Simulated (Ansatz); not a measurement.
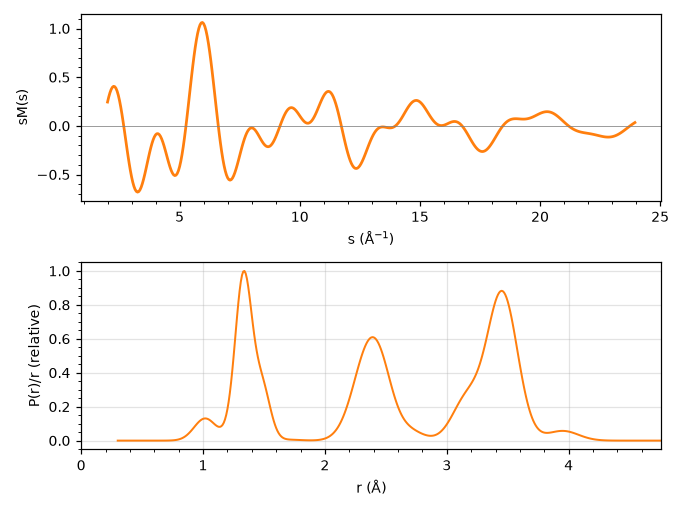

Simulated gas electron diffraction: reduced molecular intensity sM(s) from the Debye equation in the first Born approximation (top) and the radial distribution curve (bottom) of BClF2H3N. Each pair of atoms contributes with weight ZᵢZⱼ/r; damping constant 0.001 Å²; vibrational amplitudes assumed, not computed: 0.05 Å for bonds, 0.078 Å for bonds to H, 0.06 + 0.015 r up to 0.15 Å for other pairs. The geometry is the end point of an optimisation (RKS PBE/6-31G* in Ansatz); it may be a saddle point or a higher isomer.

Read the positions of the first 5 clear peaks and name the main pairs (– for bonds).

Peak 1, 1.02 Å: N–H 1.02 Å (×2)
Peak 2, 1.34 Å: Cl–H 1.32 Å, F–B 1.33 Å (×2), N–B 1.49 Å, not resolved
Peak 3, 2.39 Å: F···F 2.31 Å, F···N 2.44 Å (×2), not resolved
Peak 4, 3.45 Å: Cl···N 3.44 Å, Cl···F 3.44–3.49 Å (×2), not resolved; in its flanks Cl···B 3.17 Å
Peak 5, 3.95 Å: Cl···H 3.94–3.97 Å (×2)
